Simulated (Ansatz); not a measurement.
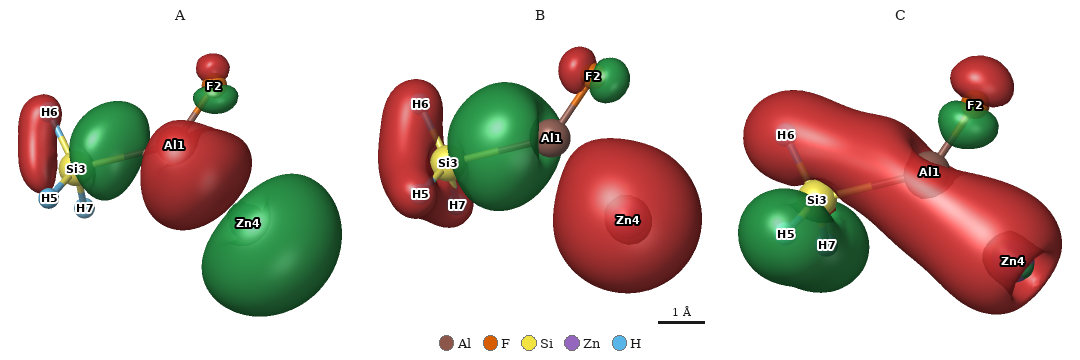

Figure. AlFH$_{3}$SiZn (charge +1). Three frontier orbitals at ±0.08 Å⁻³ᐟ² (green and red are the two phases), in no order.

Geometry: PBE-D3(BJ)/def2-SVP.

Method: isolated molecule in a Gaussian basis; Kohn-Sham density functional theory, functional PBE0 (Ansatz 0.2.0).

Input file:

```
basis:
  gaussian:
    orbitals: def2-TZVPD
crystal:
  periodic: [false, false, false]
  atoms:
    - {symbol: Al, position_ang: [-0.287689, 0.599699, -0.114921]}
    - {symbol: F, position_ang: [-0.825482, 1.655226, -1.285026]}
    - {symbol: Si, position_ang: [-1.190351, -1.316496, 1.138424]}
    - {symbol: Zn, position_ang: [2.141436, 1.499317, 0.222960]}
    - {symbol: H, position_ang: [-1.078670, -0.925651, 2.581734]}
    - {symbol: H, position_ang: [-2.601522, -1.482084, 0.663370]}
    - {symbol: H, position_ang: [-0.294823, -2.467244, 0.788580]}
total_charge: 1
hamiltonian:
  xc: {name: PBE0}
output: {forces: true, orbitals: {seedname: orbitals}}
```

Command:

```sh
ansatz run input.yaml --threads 1 --pin off --max-ram 2610MiB --events-out events.jsonl --progress --plain --runs-dir runs
```

Which picture is the HOMO−1, the HOMO and the LUMO?

C is the HOMO−1 (−14.21 eV). Its weight (Hirshfeld) is mainly on Si3 (about 30 %), Al1 (about 20 %), Zn4 (about 15 %), H6 (about 10 %), H7 (about 10 %) and H5 (about 10 %). B is the HOMO (−12.39 eV). By Hirshfeld shares it lies mainly on Zn4 (about 40 %), Si3 (about 25 %) and Al1 (about 25 %). A is the LUMO (−7.79 eV). It lies mainly on Zn4 (about 60 %), Al1 (about 25 %) and Si3 (about 10 %).

What is the HOMO–LUMO gap?

4.60 eV between the orbital energies.
